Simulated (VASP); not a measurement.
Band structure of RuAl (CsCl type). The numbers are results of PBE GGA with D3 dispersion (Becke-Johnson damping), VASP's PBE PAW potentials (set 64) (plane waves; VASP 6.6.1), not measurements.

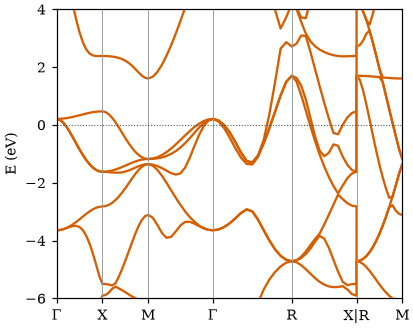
Fig. 1. Bands along high-symmetry lines, zero at the valence-band maximum or, without a gap, the Fermi level

**Question.** Read the plot: is there a gap, and where are the band edges?

**Answer.** It has no gap at this level: it comes out as a metal or semimetal. (Edges off the drawn lines would not show.)

The compound is RuAl in the CsCl type structure. It was relaxed first. The electron count is odd and the run is not spin-polarised, which forces a metal.
